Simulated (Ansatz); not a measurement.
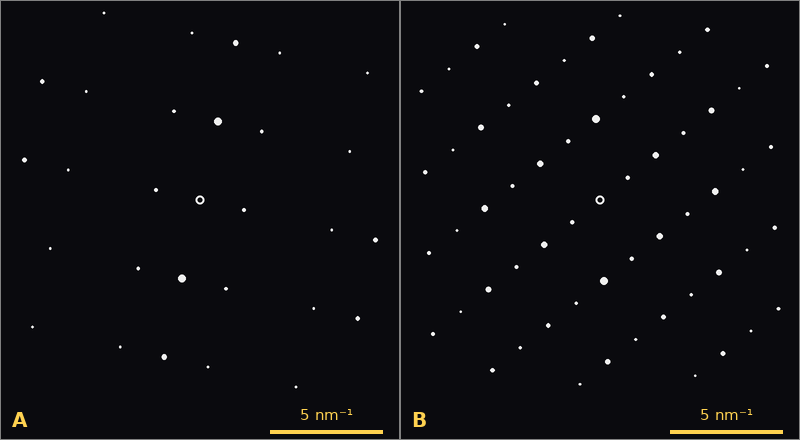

Kinematic electron diffraction patterns (120 kV, B = 0.5 Å², same scale, each along a low-index zone) of two structures of composition Y2P, each relaxed at zero pressure with DFT PBE, scalar-relativistic, plane waves, PAW in Ansatz 0.2.0.

The structures (standard cells):
1. R-3m (No. 166), a = 3.915 Å, c = 18.680 Å (hexagonal axes), 9 atoms; generated start, possibly hypothetical
2. I4_1/amd (No. 141), a = 5.519 Å, c = 11.001 Å, 12 atoms; generated start, possibly hypothetical

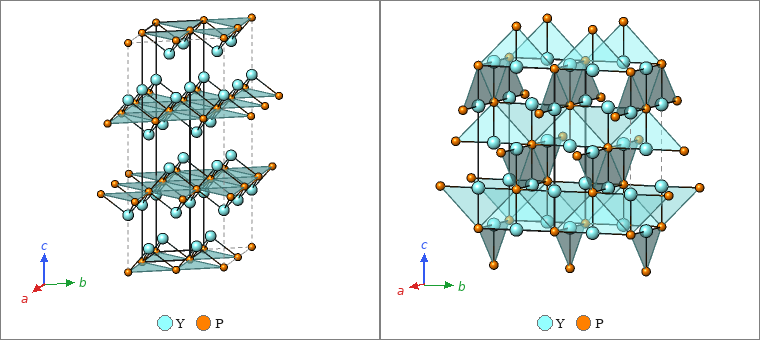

Drawings of the structures 1 to 2, from left to right (each may span several cells).

Question: Which pattern belongs to which structure, and along which zone?

Answer: A is structure 2 along [101] or an equivalent direction: rectangular net of 1 0 -1 at d = 4.93 Å and 0 2 0 at d = 2.76 Å, 90.0° apart (some points of this net are extinct or too weak to see). B is structure 1 along [100] or an equivalent direction: oblique net of 0 0 3 at d = 6.23 Å and 0 -1 1 at d = 3.34 Å, 79.7° apart.

Question: Which structure lies lowest at this level of theory, and by how much?

Answer: Structure 1 (R-3m, 27.54 Å³ an atom) is the lowest of these; structure 2 (I4_1/amd, 27.93 Å³ an atom) lies about 54 meV an atom higher. These are static energies at 0 K; other structures, not shown, may lie lower still.
